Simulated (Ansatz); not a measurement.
## CH5ClFNSi: a changed input and its effect

System: CH5ClFNSi, SMILES C[Si](N)(F)Cl.
Method of the first run: RKS SPW92/def2-TZVPP (Ansatz 0.2.0).

The geometry comes from this level: PBE0-D4/def2-TZVP. Text and figures count atoms from 1; the logs count them from 0 in places.

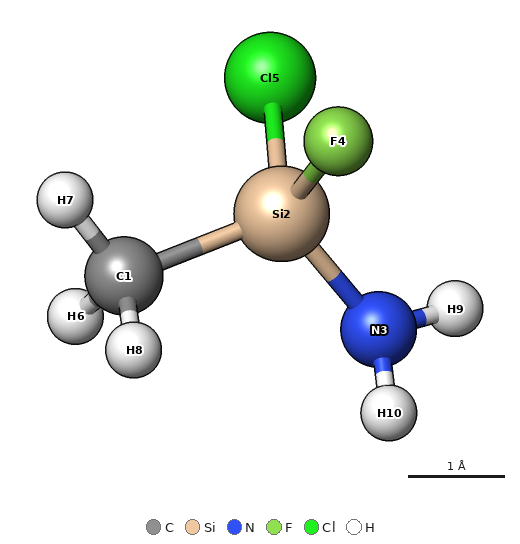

The input geometry (ball-and-stick view, seen at a tilt; atoms are numbered from 1 in the order of the input). Bond lengths as drawn: Cl–Si 2.05 Å, C–H 1.09 Å, C–Si 1.84 Å, F–Si 1.60 Å, H–N 1.01 Å and N–Si 1.69 Å.

## Input file, the first run
```yaml
crystal:
  periodic: [false, false, false]
  atoms:
    - {symbol: C, position_ang: [-1.358661, 0.294901, 0.230158]}
    - {symbol: Si, position_ang: [0.483724, 0.279052, 0.244647]}
    - {symbol: N, position_ang: [1.119225, -0.939581, -0.741906]}
    - {symbol: F, position_ang: [0.945565, 0.164066, 1.770842]}
    - {symbol: Cl, position_ang: [1.279169, 2.046618, -0.418545]}
    - {symbol: H, position_ang: [-1.734765, 0.494271, -0.774423]}
    - {symbol: H, position_ang: [-1.739019, 1.062778, 0.906341]}
    - {symbol: H, position_ang: [-1.751183, -0.670317, 0.562118]}
    - {symbol: H, position_ang: [2.067243, -0.899566, -1.077235]}
    - {symbol: H, position_ang: [0.771801, -1.883422, -0.699098]}
basis:
  gaussian: {orbitals: def2-TZVPP}
hamiltonian: {xc: lda}
output: {orbitals: {seedname: orbitals}}
```

Hardware: 4 CPU threads, shared host.

## Output (the first run)
```
Functional definition: SPW92
  exchange = slater_x
  correlation = pw_c
1368 factors; their error is unknown
mean field evaluation 1: about -25603.4773 eV, gradient 9.8e1 eV
mean field evaluation 2: about -25565.2282 eV, gradient 1.5e2 eV
mean field evaluation 4: about -25621.2663 eV, gradient 1.5e1 eV
mean field evaluation 8: about -25621.7349 eV, gradient 9.5e-2 eV
mean field evaluation 16: about -25621.7029 eV, gradient 1.2e-4 eV
mean field -25621.70294821 eV, -941.5802163327 hartree, gradient 3.0e-5 eV, S^2 0.000000; 0 other end points of the search recorded, 0 dependent functions left out
reference -25621.70298601 eV, -941.5802177219 hartree; 29, 29 occupied and 218, 218 virtual orbitals, 1368 factors
Total energy: -25621.70298601 eV, -941.5802177219 hartree
```

For the second run the input was changed thus:
```diff
-hamiltonian: {xc: lda}
+hamiltonian: {xc: {name: BLYP}, dispersion: d4}
```

Predict how the results change.

The total energies belong to different models, so their difference says nothing on which is more stable or more accurate. The HOMO goes from −6.78 to −6.47 eV. The LUMO goes from −0.25 to −0.15 eV.

## Output (the second run)
```
Functional definition: BLYP
  parameter beta = 0.0042
  parameter a = 0.04918
  parameter b = 0.132
  parameter c = 0.2533
  parameter d = 0.349
  exchange = b88_x(beta = beta)
  correlation = lyp_c(a = a, b = b, c = c, d = d)
1368 factors; their error is unknown
mean field evaluation 1: about -25712.6323 eV, gradient 1.0e2 eV
mean field evaluation 2: about -25671.2852 eV, gradient 1.6e2 eV
mean field evaluation 4: about -25731.4910 eV, gradient 1.6e1 eV
mean field evaluation 8: about -25732.0100 eV, gradient 1.1e-1 eV
mean field evaluation 16: about -25731.9762 eV, gradient 2.4e-4 eV
mean field -25731.97619922 eV, -945.6326835614 hartree, gradient 7.1e-5 eV, S^2 0.000000; 0 other end points of the search recorded, 0 dependent functions left out
reference -25731.97656402 eV, -945.6326969675 hartree; 29, 29 occupied and 218, 218 virtual orbitals, 1368 factors
Total energy: -25732.50075206 eV, -945.6519605226 hartree
```

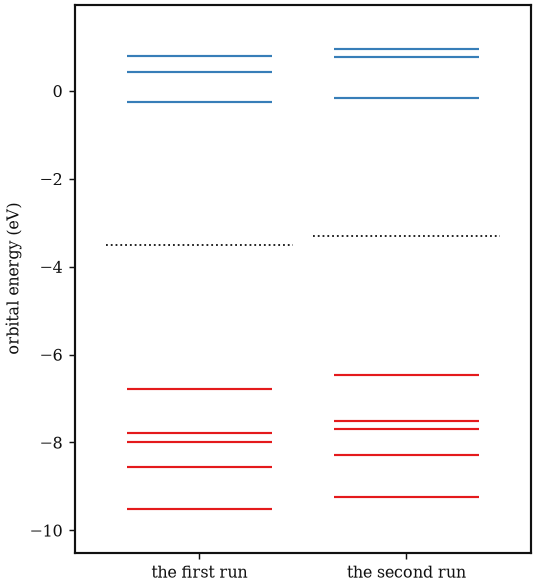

The five highest filled and three lowest empty orbital energies of the two runs; the dotted lines part filled from empty levels. The HOMO–LUMO gap is 6.53 eV in the first run and 6.31 eV in the second run.

## The two runs side by side

| quantity | the first run | the second run |
| --- | --- | --- |
| outcome | converged | converged |
| total energy (hartree) | −941.580218 | −945.651961 |
| HOMO (eV) | −6.78 | −6.47 |
| LUMO (eV) | −0.25 | −0.15 |
| basis functions | 247 | 247 |
| wall time (shared host) | 1.9 s | 3.3 s |
